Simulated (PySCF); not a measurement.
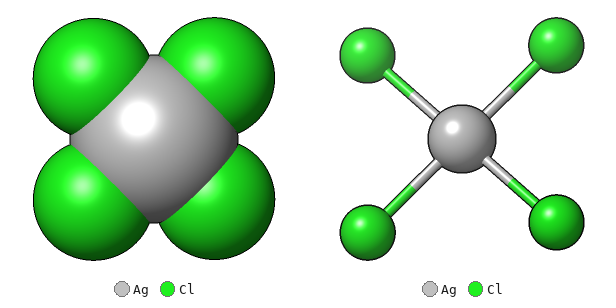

Both panels show the same species.

Charge −1, singlet. Computed geometry: PBE0-D3(BJ)/def2-SVP optimisation. No frequency run is at hand to confirm it as a minimum.

Identify the structure.

Formula AgCl4(-). As SMILES it reads `[Cl][Ag-]([Cl])([Cl])[Cl]`. This geometry has D4h symmetry. All atoms lie on one plane. Coordination: 1 Ag square planar.

The parts below concern this one geometry. Atoms keep their numbers from picture to picture.

### Geometry

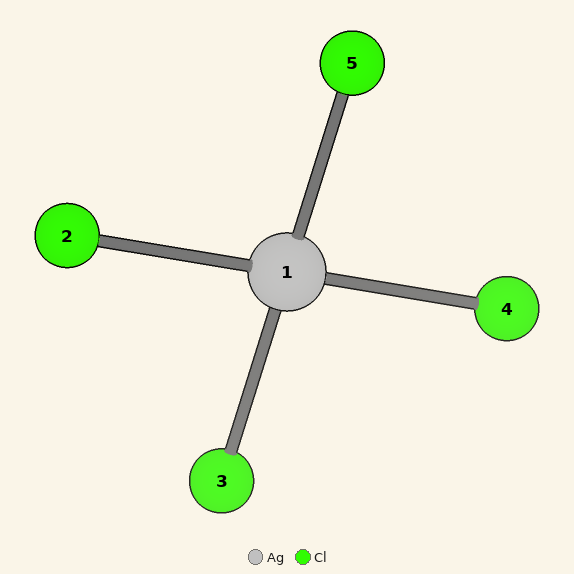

No frequency run is at hand to confirm it as a minimum.

List the bonds and their lengths.

```tsv
bond	length (Å)
Ag1–Cl2	2.321
Ag1–Cl3	2.321
Ag1–Cl4	2.322
Ag1–Cl5	2.321
```

### NMR shielding

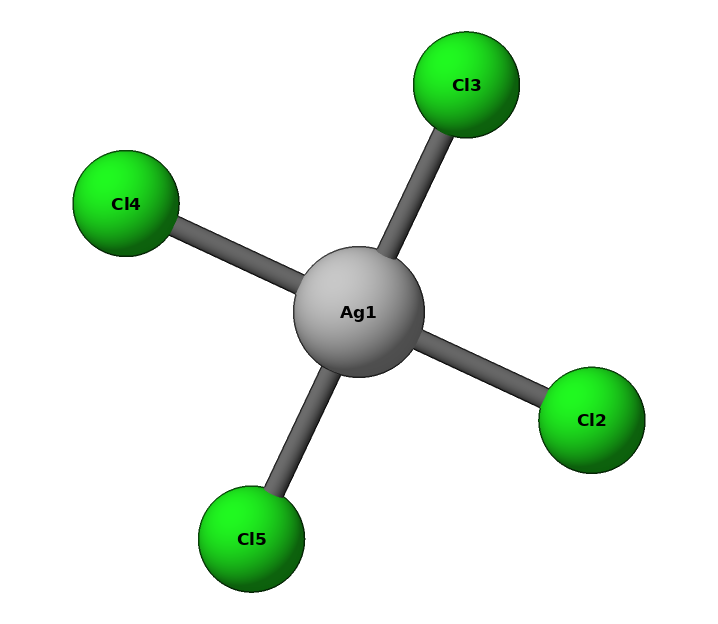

No frequency run is at hand to confirm it as a minimum. Properties computed with GIAO PBE0/pcSseg-1 (def2-TZVP on Ag) NMR shielding, non-relativistic, gas phase, but for def2 core potentials on Ag (PySCF 2.14.0). Principal shieldings σ11 ≤ σ22 ≤ σ33, span Ω = σ33 − σ11, skew κ = 3(σiso − σ22)/Ω.

Give the shielding tensors of the Cl atoms.

| atom | σ11 | σ22 | σ33 | σiso | Ω | κ |
| --- | --- | --- | --- | --- | --- | --- |
| Cl2, Cl3, Cl4… | −233.6 | 702.9 | 1086.7 | 518.6 | 1320.3 | −0.42 |

Shieldings and span in ppm.

### Electronic properties

No frequency run is at hand to confirm it as a minimum. Method: KT2/pcSseg-1 (def2-TZVP on Ag), gas phase, core potentials on Ag (PySCF 2.14.0).

Predict the main results.

- HOMO energy (Kohn–Sham orbital): −2.49 eV
- LUMO energy (Kohn–Sham orbital): −1.52 eV
- HOMO–LUMO gap: 0.97 eV

### Charges

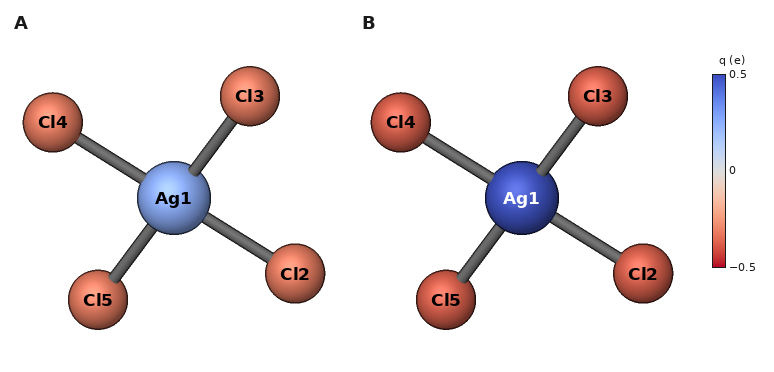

Atomic charges of one calculation by 2 schemes, on one colour scale. No frequency run is at hand to confirm it as a minimum. Method: PBE0/pcSseg-1 (def2-TZVP on Ag), core potentials on Ag (PySCF 2.14.0).

Question: The schemes are ESP-fitted, Mulliken. Which panel shows which?

Answer: A Mulliken, B ESP-fitted.

List the charges (e), one line for each set of equivalent atoms.

| atom | Mulliken | ESP-fitted |
| --- | --- | --- |
| Ag1 | 0.25 | 0.48 |
| Cl2, Cl3, Cl4… | −0.31 | −0.37 |

Mulliken values depend strongly on the basis set and can even reverse the polarity of a bond.
